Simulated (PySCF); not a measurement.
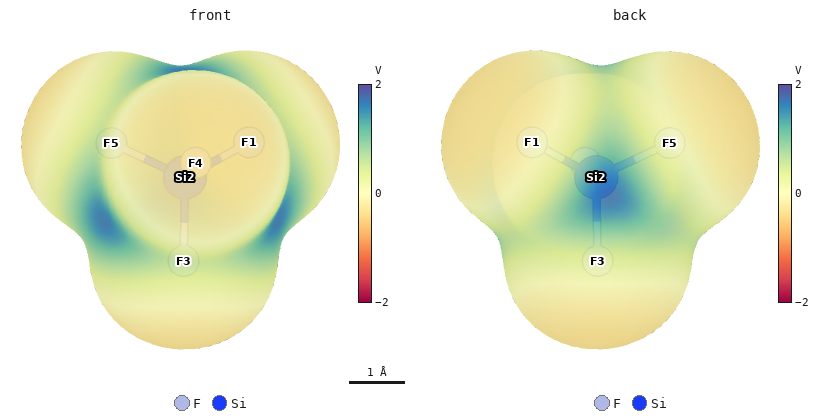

SiF4 (SMILES F[Si](F)(F)F). The molecular electrostatic potential painted on the density surface at 0.001 e/bohr³, seen from the front and from behind; red is negative and blue positive.

Geometry: PBE0-D3(BJ)/def2-TZVP.

Level of theory: PBE0/pcSseg-2, SCF density, gas phase, non-relativistic (PySCF).

```csv
atom,x (Å),y (Å),z (Å)
F,-1.4793,-0.3148,-0.3760
Si,0.0065,-0.0071,-0.0074
F,0.8378,-1.3283,-0.0498
F,0.5960,1.0114,-1.0333
F,0.0724,0.6034,1.4288
```

Q: Which sites attract a positive test charge, and which a negative one?

A: A positive charge is drawn to the negative regions and a negative charge to the positive ones. The most negative region (about −0.3 V, or −7 kcal/mol for a unit charge) lies over F1, F3, F4 and F5, the most positive (about +1.7 V, or +39 kcal/mol for a unit charge) over Si2.

Q: What dipole moment does the calculation give?

A: Its dipole moment is zero.
